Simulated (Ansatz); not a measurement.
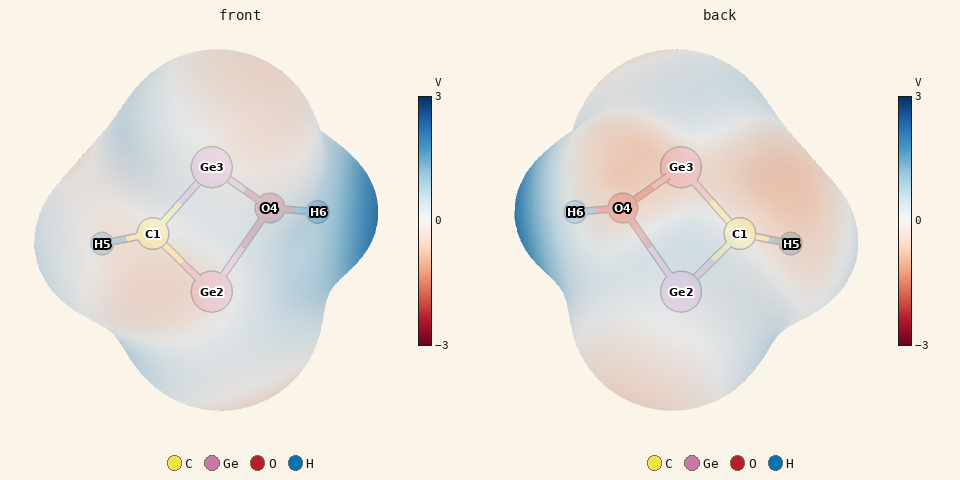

Figure. CH$_{2}$Ge$_{2}$O. The molecular electrostatic potential painted on the density surface at 0.001 e/bohr³, seen from the front and from behind; the colour scale runs from red (negative) to blue (positive).

Geometry: B3LYP-D3(BJ)/def2-SVP.

Method: Ansatz, isolated molecule in a Gaussian basis; Kohn-Sham density functional theory, functional PBE0.

The calculation's input:

```
crystal:
  periodic: [false, false, false]
  atoms:
    - symbol: C
      position_ang: [-2.123215, -2.168802, 2.363276]
    - symbol: Ge
      position_ang: [-1.441265, -0.524361, 2.969204]
    - symbol: Ge
      position_ang: [-0.566713, -3.223832, 2.338699]
    - symbol: O
      position_ang: [0.074712, -1.745760, 3.600755]
    - symbol: H
      position_ang: [-3.079832, -2.362642, 1.866294]
    - symbol: H
      position_ang: [0.992274, -1.438099, 3.556293]
basis:
  gaussian:
    orbitals: def2-TZVPD
total_charge: 0
hamiltonian:
  xc: {name: PBE0}
output: {forces: true, orbitals: {seedname: orbitals}}
```

Command:

```sh
ansatz run input.yaml --threads 1 --pin off --max-ram 2610MiB --events-out events.jsonl --progress --plain --runs-dir runs
```

Describe the electrostatic potential map.

Answer. The most negative region (about −0.8 V, or −18 kcal/mol for a unit charge) lies over C1 and O4, the most positive (about +2.1 V, or +48 kcal/mol for a unit charge) over H6.
